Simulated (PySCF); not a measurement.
# CH3F (fluoromethane): B2PLYP/STO-3G

What is the vertical ionisation energy of CH3F (fluoromethane) at B2PLYP/STO-3G? The job is set up through a Python script.

The results are computed with PySCF 2.14.0.

8 further runs of the same task are left out: 8 set aside as unsound or not needed.

## 1. Starting point

CH3F: 5 atoms, total charge 0, spin state singlet. SMILES: `CF`. The shape is that of a PBE0-D4/def2-TZVP optimisation.

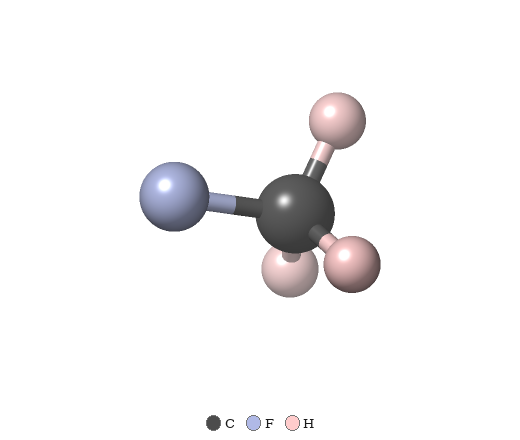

Viewed from a chosen angle; carbon dark grey, fluorine light blue, hydrogen pink.

## 2. The energy at B2PLYP/STO-3G

File geometry.xyz:

```xyz
5

C     -0.050700     0.032900     0.007800
F      1.094100    -0.710500    -0.168600
H     -0.918700    -0.626900    -0.058000
H     -0.104800     0.796000    -0.772000
H     -0.019800     0.508500     0.990700
```

File run.py:

```python
# CF
from pyscf import gto, dft, mp

mol = gto.Mole()
mol.atom = 'geometry.xyz'
mol.verbose = 3
mol.basis = 'sto-3g'
mol.max_memory = 1860
mol.charge = 0
mol.spin = 0
mol.build()

myscf = dft.RKS(mol)
myscf.xc = '0.53*HF + 0.47*B88, 0.73*LYP'
myscf.grids.level = 5
myscf.conv_tol = 1e-10
myscf.kernel()
if not myscf.converged:
    myscf = myscf.newton().run(myscf.mo_coeff, myscf.mo_occ)

pt = mp.MP2(myscf, frozen=2).run()
e_tot = myscf.e_tot + 0.27 * pt.e_corr
print('PT2 part  %.8f' % (0.27 * pt.e_corr))
print('Final energy', e_tot)
```

Launch:

```
$ OMP_NUM_THREADS=1 python run.py
```

The log of the run:

```text
converged SCF energy = -137.591576274469
E(RMP2) = -137.678817867746  E_corr = -0.0872415932770477
E(SCS-RMP2) = -137.689771716874  E_corr = -0.098195442405003
PT2 part  -0.02355523
Final energy -137.61513150465422
```

It took 1.7 s on 1 thread of Intel Xeon Platinum 8488C (Sapphire Rapids), shared host; peak memory 0.17 GiB.

## 3. The doublet cation at the same level

File input.py:

```python
from pyscf import gto, dft, mp

system = gto.M(
    atom='''
C     -0.050700     0.032900     0.007800
F      1.094100    -0.710500    -0.168600
H     -0.918700    -0.626900    -0.058000
H     -0.104800     0.796000    -0.772000
H     -0.019800     0.508500     0.990700
''',
    spin=1,
    basis='sto-3g',
    verbose=3,
    charge=1,
    max_memory=1860,
)

calc0 = dft.UKS(system)
calc0.xc = '0.53*HF + 0.47*B88, 0.73*LYP'
calc0.grids.level = 5
calc0.conv_tol = 1e-10
calc0.kernel()
if not calc0.converged:
    calc0 = calc0.newton().run(calc0.mo_coeff, calc0.mo_occ)

pt = mp.MP2(calc0, frozen=2).run()
energy = calc0.e_tot + 0.27 * pt.e_corr
print('PT2 part  %.8f' % (0.27 * pt.e_corr))
print('E = %.10f Eh' % energy)
```

Launch:

```
$ OMP_NUM_THREADS=1 python input.py
```

The log of the run:

```text
converged SCF energy = -137.227341202483  <S^2> = 0.75259564  2S+1 = 2.002594
E(UMP2) = -137.314912518611  E_corr = -0.0875713161281222
E(SCS-UMP2) = -137.321283252989  E_corr = -0.0939420505057396
PT2 part  -0.02364426
E = -137.2509854578 Eh
```

Wall time 5.1 s (1 thread of Intel Xeon Platinum 8488C (Sapphire Rapids), shared host); peak memory 0.18 GiB.

## 4. Outcome

Level: B2PLYP/STO-3G, 2 core orbitals frozen.

```
                                                                quantity          value
                                              singlet CH3F: total energy  -137.61513 Eh
                                  singlet CH3F: dipole moment (SCF part)         1.02 D
                         singlet CH3F: HOMO energy (SCF part's orbitals)       -7.60 eV
                         singlet CH3F: LUMO energy (SCF part's orbitals)       12.00 eV
                       singlet CH3F: HOMO–LUMO gap (SCF part's orbitals)       19.60 eV
                                            doublet cation: total energy  -137.25099 Eh
doublet cation: HOMO energy (SCF part's orbitals) (highest over α and β)      -20.42 eV
 doublet cation: LUMO energy (SCF part's orbitals) (lowest over α and β)      -12.22 eV
                                                    doublet cation: ⟨S²⟩          0.753
                      vertical ionisation energy (to the doublet cation)       9.909 eV
```

What this shows: Removing an electron at fixed nuclei costs 9.91 eV (956 kJ/mol). The negative HOMO energy of the first species, 7.60 eV, lies 2.31 eV below that difference. In a minimal basis such a difference can be off by several eV, whatever the method. Mulliken charges (singlet CH3F) run from -0.13 on F2 to +0.07 on H3.
